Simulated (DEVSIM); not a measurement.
System: Si p-i-n diode, at 300 K.

| layer (left to right) | material | thickness (μm) | Nd (cm⁻³) | Na (cm⁻³) | τn (s) | τp (s) |
|---|---|---|---|---|---|---|
| 1 | Si | 0.110 | - | 4e17 | 1.6e-6 | 1.6e-6 |
| 2 | Si | 39.0 | 1.7e12 | - | 1.6e-6 | 1.6e-6 |
| 3 | Si | 3.30 | 5.3e17 | - | 1.6e-6 | 1.6e-6 |

Left contact: ohmic. Right contact: ohmic. Voltage is applied to the left contact. Recombination: SRH at mid-gap, radiative, Auger. Mobility is constant in doping.

The device is made up for the run: typed textbook-type constants, with dimensions and the other settings drawn at random. Values at 300 K.

```csv
parameter,Si
gap (eV),1.124
affinity (eV),4.05
permittivity,11.7
Nc (cm⁻³),2.86e19
Nv (cm⁻³),3.1e19
μn (cm²/Vs),1417
μp (cm²/Vs),470
B (cm³/s),4.7e-15
Cn (cm⁶/s),2.8e-31
Cp (cm⁶/s),9.9e-32
```

DEVSIM, 1D drift-diffusion, Boltzmann statistics, complete ionisation; no tunnelling, impact ionisation, image-force lowering or self-heating.

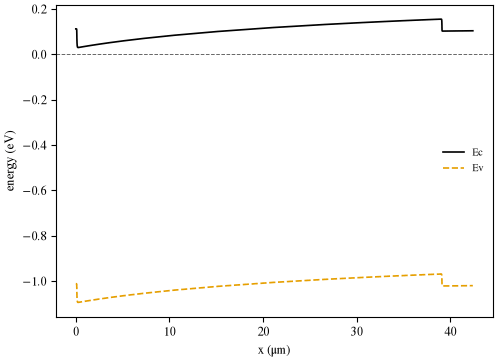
Fig. 1. Band edges at 0.9 V on the left contact

Energies count from the Fermi level of the right contact; mesh points crowd at the junctions.

```csv
x (μm),Ec (eV),Ev (eV),n (cm⁻³),p (cm⁻³),field (V/cm)
0.000,0.112,-1.012,290,4.0e17,≈ 0
0.03672,0.112,-1.012,2.1e14,4.0e17,≈ 0
0.08644,0.111,-1.013,5.1e14,3.9e17,-1100
0.1167,0.071,-1.054,3.0e15,8.2e16,-21000
0.2192,0.029,-1.095,1.6e16,1.6e16,-130
0.4864,0.031,-1.093,1.6e16,1.6e16,71
1.290,0.036,-1.088,1.7e16,1.7e16,67
5.101,0.059,-1.065,2.2e16,2.2e16,52
15.17,0.100,-1.024,3.5e16,3.5e16,33
30.50,0.139,-0.985,5.7e16,5.7e16,20
36.26,0.150,-0.974,6.5e16,6.5e16,17
38.44,0.154,-0.970,6.9e16,6.9e16,16
38.91,0.154,-0.970,6.9e16,6.9e16,16
39.06,0.154,-0.970,7.0e16,6.9e16,-240
39.12,0.107,-1.017,4.4e17,1.1e16,-8900
39.18,0.102,-1.022,5.4e17,8.9e15,≈ 0
39.36,0.102,-1.022,5.4e17,8.4e15,≈ 0
39.89,0.102,-1.022,5.4e17,6.9e15,≈ 0
41.59,0.103,-1.021,5.3e17,2.3e15,≈ 0
42.15,0.103,-1.021,5.3e17,7.3e14,≈ 0
42.33,0.103,-1.021,5.3e17,2.1e14,≈ 0
42.41,0.103,-1.021,5.3e17,220,≈ 0
```
